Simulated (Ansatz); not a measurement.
Relaxed AlBO$_{3}$ (space group R-3c):

```
AlBO3
1.0
    2.21901     1.28115     4.52168
   -2.21901     1.28115     4.52168
    0.00000    -2.56230     4.52168
Al B O
2 2 6
Cartesian
  0.00000   0.00000   6.78252
  0.00000   0.00000   0.00000
  0.00000   0.00000  10.17378
  0.00000   0.00000   3.39126
  0.68606   1.37401   5.65210
 -0.68606  -1.37401   7.91294
 -1.53295  -0.09286   5.65210
  1.53295   0.09286   7.91294
  0.84690  -1.28115   5.65210
 -0.84690   1.28115   7.91294
```

The atoms are displaced by Q × the pattern below (from a DFPT mode at Γ, largest move 1; Q in Å), at fixed cell. It is one choice among 2 degenerate patterns.

```
atom       x       y       z
----  ------  ------  ------
B3     0.000  -0.199   0.000
B4     0.000   0.199   0.000
O5     0.011  -0.167   0.494
O6    -0.011   0.167  -0.494
O7    -0.011  -0.167   0.494
O8     0.011   0.167  -0.494
O9     0.000  -0.148  -0.989
O10    0.000   0.148   0.989
```

Atoms not listed stay in place.

Method: LDA (plane waves to 420 eV, PAW, scalar-relativistic; Ansatz, a first-principles code). k mesh 9×9×9 (Γ-centred), Fermi-Dirac smearing 0.05 eV. Energies are smeared free energies. AlBO3 was relaxed with its symmetry unable to fall. ΔE is measured from the undisplaced structure.

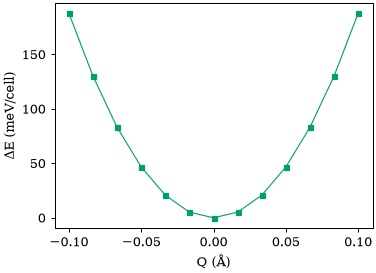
ΔE (meV/cell) against Q (Å); computed points joined by lines.

Task: What is the energy change at Q = 0.100 Å?

Result: About 190 meV/cell.

Task: What harmonic wavenumber does the curvature at Q = 0 give?

Result: About 450 cm⁻¹.

(A displaced cell: forces are minus the slopes of the energy, force constants its curvatures, and phonons follow from these.)
